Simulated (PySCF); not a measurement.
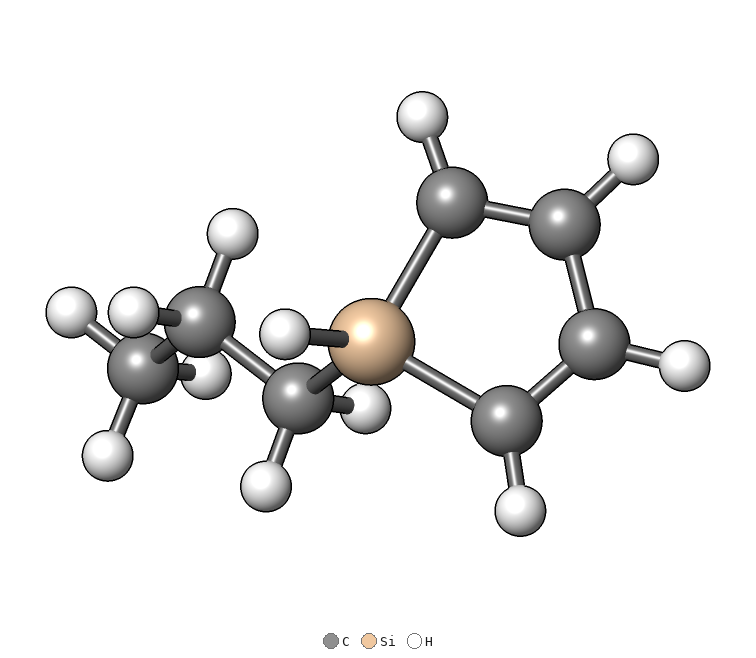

(Drawn from a calculation with PySCF.)

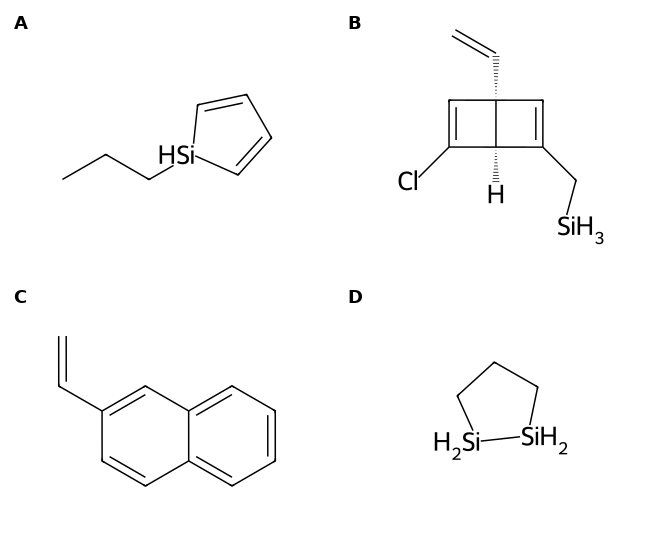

**Which structural formula matches the 3D model?**

A, `CCC[SiH]1C=CC=C1`.
